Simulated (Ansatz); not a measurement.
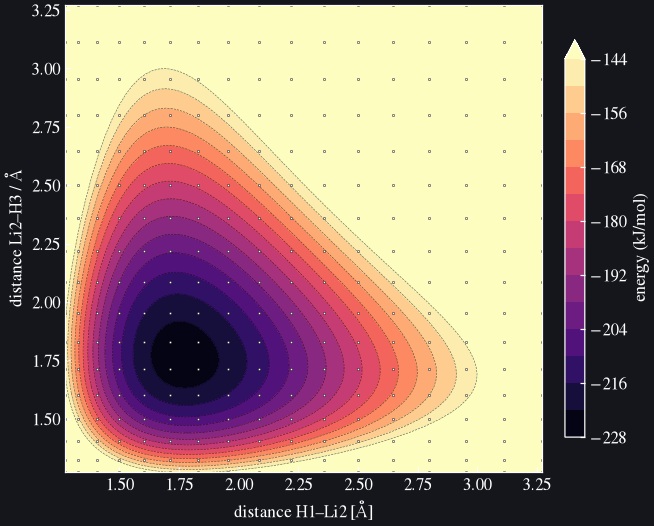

The system H⁻ + LiH. First axis: distance H1–Li2. Second axis: distance Li2–H3. Nothing is relaxed (the angle H1–Li2–H3 is fixed at 180 degrees). The grid has 17 × 17 points; 153 points were computed and 136 follow by symmetry. Points are written as (first, second). All energies are given in kJ/mol relative to H with charge -1 far from the relaxed LiH (each part in its own basis). The reference is spin-restricted, so regions where a bond is pulled apart into radicals lie too high. All numbers below come from RHF/aug-cc-pVTZ in Ansatz.

The picture shows filled contours, dots at the grid points, one colour for all values above the top of the scale. Between grid points the surface is interpolated.

Estimate the position of the minimum and the force constants in these coordinates.

Answer. The interpolated minimum is at distance H1–Li2 ≈ 1.763 Å, distance Li2–H3 ≈ 1.763 Å. The curvatures there are about 3.7 eV/Å² and 3.7 eV/Å², with a cross term of about 0.3 eV/Å². Round the minimum the two coordinates are weakly coupled (coupling 0.07 in units of the two stiffnesses). (1 eV is 96.5 kJ/mol.)
